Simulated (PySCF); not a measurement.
The calculation's input:

```
{"job": {"kind": "nmr", "xc": "PBE0", "basis": "pcSseg-1"}, "charge": 0, "multiplicity": 1}
Si     1.339250    -1.255926    -1.169667
N      0.590337    -0.097384    -0.094266
Si     1.305870     0.862728     1.193049
N     -0.803702    -0.159844    -0.368342
C     -1.312730     1.068157    -0.930647
C     -1.569425    -0.658688     0.747306
H      0.823332    -2.636406    -0.916533
H      2.815556    -1.234660    -0.926696
H      1.069348    -0.903393    -2.596753
H      0.979328     0.360916     2.565944
H      0.865908     2.290915     1.132980
H      2.778284     0.776546     0.982698
H     -2.354724     0.916272    -1.249589
H     -0.716406     1.339546    -1.813203
H     -1.290902     1.920189    -0.218371
H     -2.615271    -0.802635     0.437851
H     -1.164430    -1.629750     1.066378
H     -1.563138     0.025903     1.624222
```

Run with:

```sh
OMP_NUM_THREADS=1 python cluster_run.py task.json out
```

Geometry: PBE0-D3(BJ)/def2-SVP.

All numbers below come from PySCF, PBE0/pcSseg-1, SCF density, gas phase, non-relativistic.

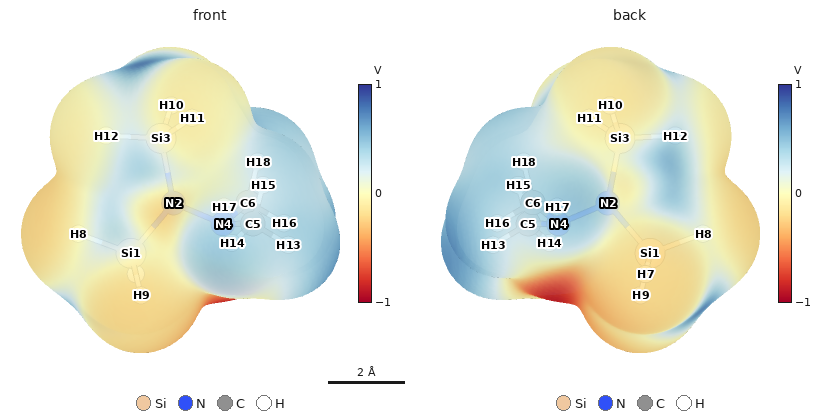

C$_{2}$H$_{12}$N$_{2}$Si$_{2}$ (SMILES CN(C)N([SiH3])[SiH3]). The molecular electrostatic potential painted on the density surface at 0.001 e/bohr³, seen from the front and from behind; the colour scale runs from red (negative) to blue (positive).

**Describe the electrostatic potential map.**

The most negative region (about −0.8 V, or −18 kcal/mol for a unit charge) lies over N4, the most positive (about +0.7 V, or +16 kcal/mol for a unit charge) over Si1, Si3, H13 and H16.
